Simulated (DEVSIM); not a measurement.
Device: Au/Al2O3/p-Ge capacitor, at 250 K.

| layer (left to right) | material | thickness (nm) | Na (cm⁻³) |
|---|---|---|---|
| 1 | Al2O3 | 2.30 | - |
| 2 | Ge | 430 | 9.5e17 |

Metal gate on the left, work function 5.1 eV. Fixed charge at the semiconductor interface -2.2e11 cm⁻² (in units of +e); no interface traps.

The device is made up for the run: typed textbook-type constants, with dimensions and the other settings drawn at random. Values at 300 K; Nc and Nv go as T^1.5, mobilities as T to minus their exponent, the gap by Varshni's rule with the affinity fixed.

| parameter | Al2O3 | Ge |
|---|---|---|
| gap (eV) | 6.8 | 0.664 |
| affinity (eV) | 1.35 | 4 |
| permittivity | 9 | 16 |
| Nc (cm⁻³) | - | 1.04e19 |
| Nv (cm⁻³) | - | 6e18 |
| Varshni α (eV/K) | - | 0.000477 |
| Varshni β (K) | - | 235 |

Simulated with DEVSIM: 1D Poisson equation in equilibrium, Boltzmann statistics, complete ionisation; no quantum confinement or tunnelling. Metal contacts follow the ideal Schottky-Mott rule: no Fermi-level pinning, no interface dipoles.

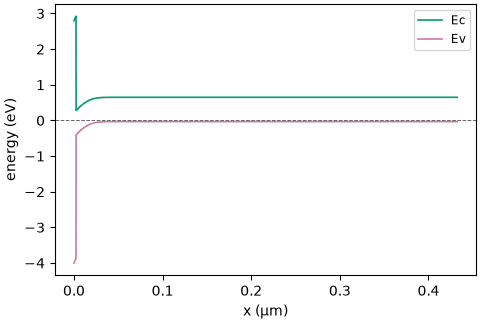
*Band edges at 0.95 V on the gate*

Energies count from the Fermi level of the right contact; mesh points crowd at the junctions.

| x (μm) | Ec (eV) | Ev (eV) | n (cm⁻³) | p (cm⁻³) | field (V/cm) |
|---|---|---|---|---|---|
| 0.000 | 2.800 | -4.000 | < 1e2 | < 1e2 | 540000 |
| 0.0006329 | 2.834 | -3.966 | < 1e2 | < 1e2 | 540000 |
| 0.001227 | 2.866 | -3.934 | < 1e2 | < 1e2 | 540000 |
| 0.001849 | 2.899 | -3.901 | < 1e2 | < 1e2 | 540000 |
| 0.002768 | 0.286 | -0.397 | 1.4e13 | 4.5e10 | 270000 |
| 0.003936 | 0.317 | -0.366 | 3.3e12 | 1.9e11 | 260000 |
| 0.005940 | 0.366 | -0.317 | 3.3e11 | 1.9e12 | 240000 |
| 0.01089 | 0.470 | -0.212 | 2.6e9 | 2.4e14 | 180000 |
| 0.01787 | 0.573 | -0.110 | 2.3e7 | 2.7e16 | 110000 |
| 0.03082 | 0.642 | -0.041 | 910000 | 6.8e17 | 15000 |
| 0.05205 | 0.649 | -0.034 | 660000 | 9.5e17 | 150 |
| 0.1045 | 0.649 | -0.034 | 650000 | 9.5e17 | ≈ 0 |
| 0.1784 | 0.649 | -0.034 | 650000 | 9.5e17 | ≈ 0 |
| 0.2792 | 0.649 | -0.034 | 650000 | 9.5e17 | ≈ 0 |
| 0.3600 | 0.649 | -0.034 | 650000 | 9.5e17 | ≈ 0 |
| 0.3906 | 0.649 | -0.034 | 650000 | 9.5e17 | ≈ 0 |
| 0.4085 | 0.649 | -0.034 | 650000 | 9.5e17 | ≈ 0 |
| 0.4189 | 0.649 | -0.034 | 650000 | 9.5e17 | ≈ 0 |
| 0.4263 | 0.649 | -0.034 | 650000 | 9.5e17 | ≈ 0 |
| 0.4293 | 0.649 | -0.034 | 650000 | 9.5e17 | ≈ 0 |
| 0.4311 | 0.649 | -0.034 | 650000 | 9.5e17 | ≈ 0 |
| 0.4323 | 0.649 | -0.034 | 650000 | 9.5e17 | ≈ 0 |
